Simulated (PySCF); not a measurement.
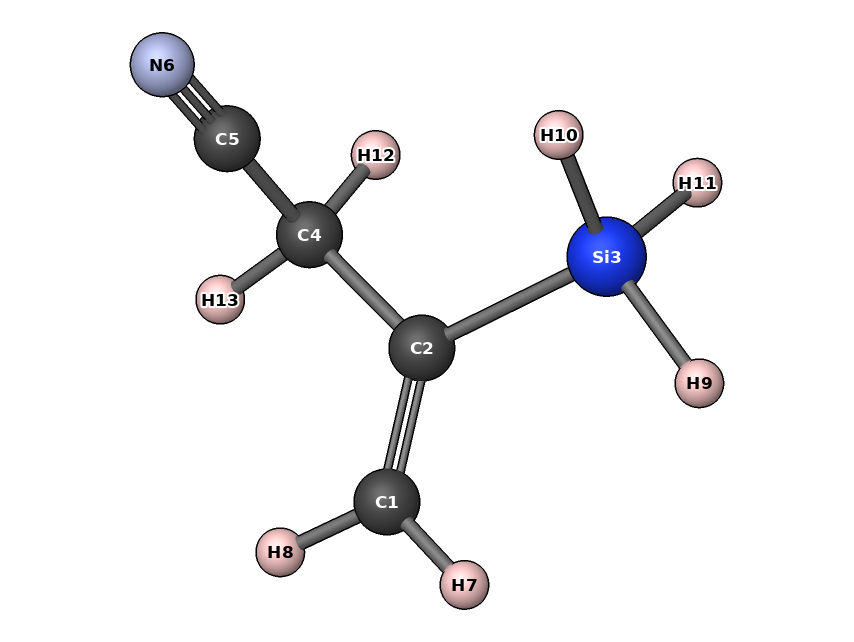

The questions are on isotropic NMR shieldings of the H atoms. The computed structure is the end point of a GFN2-xTB optimisation. No frequency run is at hand to confirm it as a minimum. Level of theory: GIAO PBE0/pcSseg-1 NMR shielding, non-relativistic, gas phase (PySCF 2.14.0).

> Which H atom is the most shielded (lowest chemical shift)?

H12, H13 (28.63 ppm).

> Which H atom is the least shielded (highest chemical shift)?

H8 (25.47 ppm).

> How wide is the range of H shifts?

3.16 ppm.

List the isotropic NMR shieldings of the H atoms.

```json
{"atom": "H7", "σ (ppm)": "25.64"}
{"atom": "H8", "σ (ppm)": "25.47"}
{"atom": "H9", "σ (ppm)": "27.62"}
{"atom": "H10", "σ (ppm)": "27.03"}
{"atom": "H11", "σ (ppm)": "27.53"}
{"atom": "H12", "σ (ppm)": "28.63"}
{"atom": "H13", "σ (ppm)": "28.63"}
```

The geometry is semi-empirical. Around Si such bond lengths and angles can be off by a tenth of an ångström or more and by several degrees, and values that hang on the shape move with them.
